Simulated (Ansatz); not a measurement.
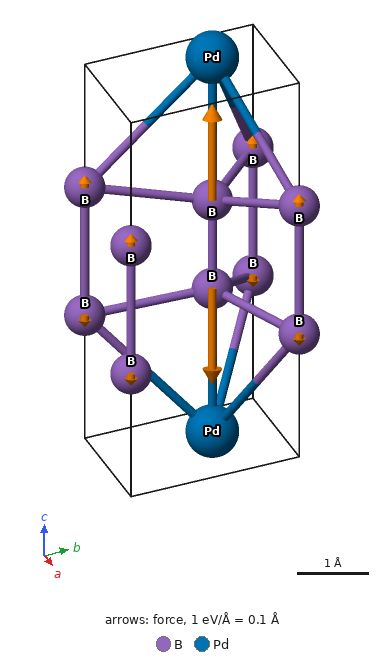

Starting geometry of solid B₄Pd (a generated structure, set up in P-6m2) (coarse preliminary run) with the computed forces as orange arrows. A ball-and-stick model of the cell of the calculation, seen slightly off an axis.

The calculation used DFT PBE, scalar-relativistic, plane waves, PAW in Ansatz 0.2.0.

The input:
```yaml
crystal:
  lattice:
    - [3.21687695, 0.0, 0.0]
    - [-1.60843848, 2.78589716, 0.0]
    - [0.0, 0.0, 5.52460116]
  atoms:
    - { symbol: B, position: [0.0, 0.0, 0.32877107] }
    - { symbol: B, position: [0.0, 0.0, 0.67122893] }
    - { symbol: B, position: [0.33333333, 0.66666667, 0.61847583] }
    - { symbol: B, position: [0.33333333, 0.66666667, 0.38152417] }
    - { symbol: Pd, position: [0.33333333, 0.66666667, 0.0] }
basis:
  ecutwfc: 420
kpoints:
  mp_grid: { grid: [6, 6, 4] }
hamiltonian:
  xc: pbe
scf:
  occupations: { method: gaussian, width: 0.1 }
  lower_state_search: "off"
output:
  forces: true
  stress: true
  eigenvalues: true
relax:
  adjacent_minimum: "off"
  f_tol: 0.04
  max_steps: 70
  cell: { stress_tol: 0.4 }
```

Run as
```bash
ansatz run input.yaml --threads 1 --pin off --max-ram 2560MiB --backend cpu --events-out ev --progress --plain --runs-dir out
```

What follows when this structure is relaxed?

Answer. It isn't relaxed: the largest force vector, on B atoms, is 14.30 eV/Å. The atoms end up moving mostly along the starting forces (cosine between the two patterns 1.00). The energy falls by 511 meV per atom in 6 accepted moves (7 points after the start). Largest force component: 14 eV/Å at the start, 0.018 eV/Å at the end. Pressure: 7.36 GPa at the start and 0.05 GPa at the end. The SCF was repeated once at an unchanged geometry on a basis and grid sized afresh for the cell, which shifted the energy by 0.1 meV per atom at most. The largest moves relative to the cell, 0.15 Å, are those of B3 and B4. B4 goes along −c. Pd stays in place. Cell: a = b 3.217 → 3.009 Å (−6.5 %), c 5.525 → 5.945 Å (+7.6 %). Volume −5.9 %. Near-neighbour distances that change, for instance: B3–B4 1.309 → 1.702 Å, B1–B2 1.892 → 2.080 Å, B1–B4 1.880 → 1.747 Å, B3–Pd5 2.108 → 2.121 Å. Among the angles between lasting bonds that change: B1–B4–B3 98.9° → 96.2°, B1–B4–Pd5 81.1° → 83.8°. The space group stays P-6m2 (No. 187).
